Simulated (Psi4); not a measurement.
**Geometry relaxation, with input and output: COS (part 1 of 4)**

- system: COS
- method: TPSS/cc-pVTZ, RKS (Psi4 1.11)

The geometry comes from this level: PBE0-D4/def2-TZVP.

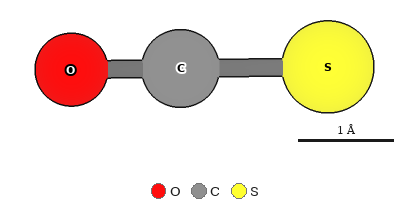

**Figure 1.** The input geometry (ball-and-stick view, seen on its broad side).

Input (cos.py)
```python
import psi4

psi4.set_memory('1600 MB')
psi4.set_num_threads(1)
psi4.core.set_output_file('output.dat', False)

geom = psi4.geometry("""
O      0.921990     0.684410     0.582150
C      0.096740     0.071800     0.061080
S     -1.018720    -0.756210    -0.643230
units angstrom
symmetry c1
""")

options = {'basis': 'cc-pVTZ', 'puream': True, 'scf_type': 'pk', 'dft_radial_points': 99, 'dft_spherical_points': 590, 'g_convergence': 'gau_tight', 'geom_maxiter': 50}
psi4.set_options(options)

energy_value = psi4.optimize("TPSS")
print(f'total energy {energy_value:.8f} hartree = {energy_value * 27.211386:.5f} eV')
print(geom.to_string(dtype='xyz', units='Angstrom'))
```

Run on 1 thread of Intel Xeon @ 2.70GHz, 189 GiB of memory available, shared host.

Launch command:
```bash
python cos.py
```

What the program printed
```
gradient() will perform analytic gradient computation.

   => Loading Basis Set <=

    Name: CC-PVTZ
    Role: ORBITAL
    Keyword: BASIS

         ---------------------------------------------------------
                                   SCF
                              RKS Reference
                        1 Threads,   1525 MiB Core
         ---------------------------------------------------------

  ==> Geometry <==

    Molecular point group: c1
    Full point group: C_inf_v

    Geometry (in Angstrom), charge = 0, multiplicity = 1:

       Center              X                  Y                   Z               Mass
    ------------   -----------------  -----------------  -----------------  -----------------
         O           -0.000013849669     0.000004121931     1.675378928447    15.994914619570
         C           -0.000013849669     0.000004121931     0.523058435051    12.000000000000
         S            0.000012126843    -0.000003609185    -1.034472992261    31.972071174400

  Running in c1 symmetry.

  Rotational constants: A = ************  B =      0.20460  C =      0.20460 [cm^-1]
  Rotational constants: A = ************  B =   6133.72182  C =   6133.72182 [MHz]
  Nuclear repulsion =   79.654995893813862

  Charge       = 0
  Multiplicity = 1
  Electrons    = 30
  Nalpha       = 15
  Nbeta        = 15

  ==> Algorithm <==

  SCF Algorithm Type is PK.
  DIIS enabled.
  MOM disabled.
  Fractional occupation disabled.
  Guess Type is SAD.
  Energy threshold   = 1.00e-08
  Density threshold  = 1.00e-08
  Integral threshold = 1.00e-12

  ==> Primary Basis <==

  Basis Set: CC-PVTZ
    Blend: CC-PVTZ
    Number of shells: 32
    Number of basis functions: 94
    Number of Cartesian functions: 109
    Spherical Harmonics?: true
    Max angular momentum: 3

  ==> DFT Potential <==

   => LibXC <=

    Version 7.1.2

   => Composite Functional: TPSS <=

    TPSS Meta-GGA XC Functional

    Deriv               =              1
    GGA                 =           TRUE
    Meta                =           TRUE

    Exchange Hybrid     =          FALSE
    MP2 Hybrid          =          FALSE

   => Exchange Functionals <=

    1.0000   XC_MGGA_X_TPSS

   => Correlation Functionals <=

    1.0000   XC_MGGA_C_TPSS

   => LibXC Density Thresholds  <==

    XC_MGGA_C_TPSS:  1.00E-15
    XC_MGGA_X_TPSS:  1.00E-15

   => Molecular Quadrature <=

    Radial Scheme          =       TREUTLER
    Pruning Scheme         =           NONE
    Nuclear Scheme         =       TREUTLER

    Blocking Scheme        =         OCTREE
    BS radius alpha        =              1
    Pruning alpha          =              1
    Radial Points          =             99
    Spherical Points       =            590
    Total Points           =         164753
    Total Blocks           =           1283
    Max Points             =            256
    Max Functions          =             94
    Weights Tolerance      =       1.00E-15

  ==> Integral Setup <==

  Using in-core PK algorithm.
   Calculation information:
      Number of atoms:                   3
      Number of AO shells:              32
      Number of primitives:            112
      Number of atomic orbitals:       109
      Number of basis functions:        94

      Integral cutoff                 1.00e-12
      Number of threads:                 1

  Performing in-core PK
  Using 19940690 doubles for integral storage.
  We computed 139497 shell quartets total.
  Whereas there are 139656 unique shell quartets.

  ==> DiskJK: Disk-Based J/K Matrices <==

    J tasked:                  Yes
    K tasked:                   No
    wK tasked:                  No
    Memory [MiB]:              595
    Schwarz Cutoff:          1E-12

  Cached 50.0% of DFT collocation blocks in 0.509 [GiB].

  Minimum eigenvalue in the overlap matrix is 1.2227641365E-03.
  Reciprocal condition number of the overlap matrix is 2.7064339326E-04.
    Using symmetric orthogonalization.

  ==> Pre-Iterations <==

  SCF Guess: Superposition of Atomic Densities via on-the-fly atomic UHF (no occupation information).

   -------------------------
    Irrep   Nso     Nmo
   -------------------------
     A         94      94
   -------------------------
    Total      94      94
   -------------------------

  ==> Iterations <==

                        Total Energy        Delta E     RMS |[F,P]|

   @RKS iter SAD:  -511.39666600648411   -5.11397e+02   0.00000e+00
   @RKS iter   1:  -511.44422378552849   -4.75578e-02   7.38894e-03 DIIS/ADIIS
   @RKS iter   2:  -510.48931368901771    9.54910e-01   1.60326e-02 DIIS/ADIIS
   @RKS iter   3:  -511.58624149871810   -1.09693e+00   3.75390e-03 DIIS/ADIIS
   @RKS iter   4:  -511.62465990586918   -3.84184e-02   2.08371e-03 DIIS/ADIIS
   @RKS iter   5:  -511.63549667332796   -1.08368e-02   1.14237e-03 DIIS/ADIIS
   @RKS iter   6:  -511.64255793859093   -7.06127e-03   8.16310e-05 DIIS
   @RKS iter   7:  -511.64258567724357   -2.77387e-05   2.15373e-05 DIIS
   @RKS iter   8:  -511.64258743568342   -1.75844e-06   2.85175e-06 DIIS
   @RKS iter   9:  -511.64258746603105   -3.03476e-08   3.06038e-07 DIIS
   @RKS iter  10:  -511.64258746641605   -3.85000e-10   7.99353e-08 DIIS
   @RKS iter  11:  -511.64258746644941   -3.33671e-11   4.57398e-09 DIIS
  Energy and wave function converged.

  ==> Post-Iterations <==

   Electrons on quadrature grid:
      Ntotal   =   29.9999999432 ; deviation = -5.684e-08

    Orbital Energies [Eh]
    ---------------------

    Doubly Occupied:

       1A    -88.417227     2A    -18.968377     3A    -10.136825
       4A     -7.776007     5A     -5.757782     6A     -5.750601
       7A     -5.750601     8A     -1.073616     9A     -0.765835
      10A     -0.501667    11A     -0.435360    12A     -0.435360
      13A     -0.430972    14A     -0.275598    15A     -0.275598

    Virtual:

      16A     -0.059404    17A     -0.059404    18A      0.024111
      19A      0.107958    20A      0.212876    21A      0.250882
      22A      0.250882    23A      0.298712    24A      0.298713
      25A      0.309772    26A      0.309772    27A      0.320035
      28A      0.439480    29A      0.439480    30A      0.493762
      31A      0.601533    32A      0.625661    33A      0.635174
      34A      0.635174    35A      0.643441    36A      0.643441
      37A      0.967349    38A      1.072948    39A      1.072948
      40A      1.117346    41A      1.419532    42A      1.419532
      43A      1.452780    44A      1.482124    45A      1.482125
      46A      1.503292    47A      1.503292    48A      1.607623
      49A      1.607623    50A      1.749923    51A      1.749924
      52A      1.794560    53A      1.823300    54A      1.823300
      55A      1.857289    56A      1.857289    57A      1.861977
      58A      2.044785    59A      2.044785    60A      2.115472
      61A      2.392535    62A      2.392535    63A      2.467622
      64A      2.596949    65A      2.596949    66A      2.732439
      67A      2.847259    68A      2.847262    69A      2.958586
      70A      2.958587    71A      3.017814    72A      3.017814
      73A      3.475056    74A      3.587452    75A      3.587452
      76A      3.729806    77A      4.127152    78A      4.127152
      79A      4.635289    80A      5.085191    81A      5.085191
      82A      5.117039    83A      5.483818    84A      5.483819
      85A      6.198136    86A      6.198140    87A      6.342892
      88A      6.455653    89A      6.455653    90A      6.783841
      91A      6.783841    92A      6.972260    93A      7.912337
      94A     13.803852

    Final Occupation by Irrep:
              A
    DOCC [    15 ]
    NA   [    15 ]
    NB   [    15 ]

  @RKS Final Energy:  -511.64258746644941

   => Energetics <=

    Nuclear Repulsion Energy =             79.6549958938138616
    One-Electron Energy =                -862.0192119238355417
    Two-Electron Energy =                 310.4157376120170966
    DFT Exchange-Correlation Energy =     -39.6941090484448296
    Empirical Dispersion Energy =           0.0000000000000000
    VV10 Nonlocal Energy =                  0.0000000000000000
    Total Energy =                       -511.6425874664494131

Computation Completed

Properties will be evaluated at   0.000000,   0.000000,   0.000000 [a0]

Properties computed using the SCF density matrix

 Multipole Moments:

 ------------------------------------------------------------------------------------
     Multipole            Electronic (a.u.)      Nuclear  (a.u.)        Total (a.u.)
 ------------------------------------------------------------------------------------

 L = 1.  Multiply by 2.5417464519 to convert [e a0] to [Debye]
 Dipole X            :         -0.0000010            0.0000003           -0.0000007
 Dipole Y            :          0.0000003           -0.0000001            0.0000002
 Dipole Z            :         -0.1964347           -0.0192484           -0.2156832
 Magnitude           :                                                    0.2156832

 ------------------------------------------------------------------------------------

	total time  =         26 seconds =       0.43 minutes

         ------------------------------------------------------------
                                   SCF GRAD
         ------------------------------------------------------------

  ==> Geometry <==

    Molecular point group: c1
    Full point group: C_inf_v

    Geometry (in Angstrom), charge = 0, multiplicity = 1:

       Center              X                  Y                   Z               Mass
    ------------   -----------------  -----------------  -----------------  -----------------
         O           -0.000013849669     0.000004121931     1.675378928447    15.994914619570
         C           -0.000013849669     0.000004121931     0.523058435051    12.000000000000
         S            0.000012126843    -0.000003609185    -1.034472992261    31.972071174400

  Nuclear repulsion =   79.654995893813862

  ==> Basis Set <==

  Basis Set: CC-PVTZ
    Blend: CC-PVTZ
    Number of shells: 32
    Number of basis functions: 94
    Number of Cartesian functions: 109
    Spherical Harmonics?: true
    Max angular momentum: 3

  ==> DirectJKGrad: Integral-Direct SCF Gradients <==

    Gradient:                    1
    J tasked:                  Yes
    K tasked:                   No
    wK tasked:                  No
    Integrals threads:           1
    Schwarz Cutoff:          1E-12

   => Molecular Quadrature <=

    Radial Scheme          =       TREUTLER
    Pruning Scheme         =           NONE
    Nuclear Scheme         =       TREUTLER

    Blocking Scheme        =         OCTREE
    BS radius alpha        =              1
    Pruning alpha          =              1
    Radial Points          =             99
    Spherical Points       =            590
    Total Points           =         164753
    Total Blocks           =           1283
    Max Points             =            256
    Max Functions          =             94
    Weights Tolerance      =       1.00E-15

  -Total Gradient:
     Atom            X                  Y                   Z
    ------   -----------------  -----------------  -----------------
       1        0.000001143511    -0.000000340331    -0.029726681777
       2       -0.000001761439     0.000000524238     0.016074169568
       3        0.000000616696    -0.000000183541     0.013657726182

	total time  =         25 seconds =       0.42 minutes

    			-----------------------------------------

    			 OPTKING 3.0: for geometry optimizations

    			        with contributions from

    			-----------------------------------------

	                            ===> Fragment 1 <==

	 Z (Atomic Numbers)          Masses                          Geom
	       8.000000            15.994915         -0.00002617  0.00000779  3.16600733
	       6.000000            12.000000         -0.00002617  0.00000779  0.98843719
	      16.000000            31.972071          0.00002292 -0.00000682 -1.95487064

	 - Coordinate -           - BOHR/RAD -       - ANG/DEG -
	 R(1,2)           =         2.177570           1.152320
	 R(2,3)           =         2.943308           1.557531
	 L(1,2,3)         =         3.141575         179.999003
	 l(1,2,3)         =         3.141593         180.000000

	        --- Internal Coordinate Step in ANG or DEG, aJ/ANG or AJ/DEG ---
	-------------------------------------------------------------------------------
	           Coordinate      Previous         Force          Change          New
	           ----------      --------        ------          ------        ------
	               R(1,2)       1.15232        0.24492        0.01182       1.16414
	               R(2,3)       1.55753        0.11251        0.01195       1.56948
	             L(1,2,3)     179.99900        0.00000        0.00059     179.99960
	             l(1,2,3)     180.00000        0.00000        0.00000     180.00000
	-------------------------------------------------------------------------------

	                                 ==> Convergence Check <==

	Measures of convergence in internal coordinates in au.

	Criteria marked as inactive (o), active & met (*), and active & unmet ( ).

	----------------------------------------------------------------------------------------------~
	   Step    Total Energy     Delta E     Max Force     RMS Force      Max Disp      RMS Disp   ~
	----------------------------------------------------------------------------------------------~
	  Convergence Criteria              o    1.50e-05 *    1.00e-05 *    6.00e-05 *    4.00e-05 *~
	----------------------------------------------------------------------------------------------~
	     1    -511.64258747   -5.12e+02 o    2.97e-02      1.64e-02      2.26e-02      1.59e-02    ~
	----------------------------------------------------------------------------------------------

Next Geometry in Ang
	Fragment 1 (Ang)

	    O  -0.0000164466   0.0000048948   1.6872435790
	    C  -0.0000095299   0.0000028363   0.5230993616
	    S   0.0000104040  -0.0000030964  -1.0463785693

    Structure for next step:
    Molecular point group: c1
    Full point group: C_inf_v

    Geometry (in Angstrom), charge = 0, multiplicity = 1:

    O           -0.000005901508     0.000000000002     1.690418338717
    C           -0.000005901508     0.000000000002     0.526274121280
    S            0.000005167392    -0.000000000002    -1.043203809742

gradient() will perform analytic gradient computation.

  ==> Geometry <==

    Molecular point group: c1
    Full point group: C_inf_v

    Geometry (in Angstrom), charge = 0, multiplicity = 1:

       Center              X                  Y                   Z               Mass
    ------------   -----------------  -----------------  -----------------  -----------------
         O           -0.000005901508     0.000000000002     1.690418338717    15.994914619570
         C           -0.000005901508     0.000000000002     0.526274121280    12.000000000000
         S            0.000005167392    -0.000000000002    -1.043203809742    31.972071174400

  Running in c1 symmetry.

  Rotational constants: A = ************  B =      0.20111  C =      0.20111 [cm^-1]
  Rotational constants: A = ************  B =   6029.07437  C =   6029.07437 [MHz]
  Nuclear repulsion =   78.965496622638540

  Charge       = 0
  Multiplicity = 1
  Electrons    = 30
  Nalpha       = 15
  Nbeta        = 15

  ==> Algorithm <==

  SCF Algorithm Type is PK.
  DIIS enabled.
  MOM disabled.
  Fractional occupation disabled.
  Guess Type is READ.
  Energy threshold   = 1.00e-08
  Density threshold  = 1.00e-08
  Integral threshold = 1.00e-12

   => Molecular Quadrature <=

    Radial Scheme          =       TREUTLER
    Pruning Scheme         =           NONE
    Nuclear Scheme         =       TREUTLER

    Blocking Scheme        =         OCTREE
    BS radius alpha        =              1
    Pruning alpha          =              1
    Radial Points          =             99
    Spherical Points       =            590
    Total Points           =         164768
    Total Blocks           =           1300
    Max Points             =            256
    Max Functions          =             94
    Weights Tolerance      =       1.00E-15

   => Loading Basis Set <=

    Name: CC-PVTZ
    Role: ORBITAL
    Keyword: BASIS

  Reading orbitals from file scr/output.default.17548.180.npy, no projection.

  ==> Integral Setup <==

  Using in-core PK algorithm.
   Calculation information:
      Number of atoms:                   3
      Number of AO shells:              32
      Number of primitives:            112
      Number of atomic orbitals:       109
      Number of basis functions:        94

      Integral cutoff                 1.00e-12
      Number of threads:                 1

  Performing in-core PK
  Using 19940690 doubles for integral storage.
  We computed 139476 shell quartets total.
  Whereas there are 139656 unique shell quartets.

  ==> DiskJK: Disk-Based J/K Matrices <==

    J tasked:                  Yes
    K tasked:                   No
    wK tasked:                  No
    Memory [MiB]:              595
    Schwarz Cutoff:          1E-12

  Cached 50.0% of DFT collocation blocks in 0.498 [GiB].

  Minimum eigenvalue in the overlap matrix is 1.2653996698E-03.
  Reciprocal condition number of the overlap matrix is 2.8168997307E-04.
    Using symmetric orthogonalization.

  ==> Pre-Iterations <==

  SCF Guess: Orbitals guess was supplied from a previous computation.
```
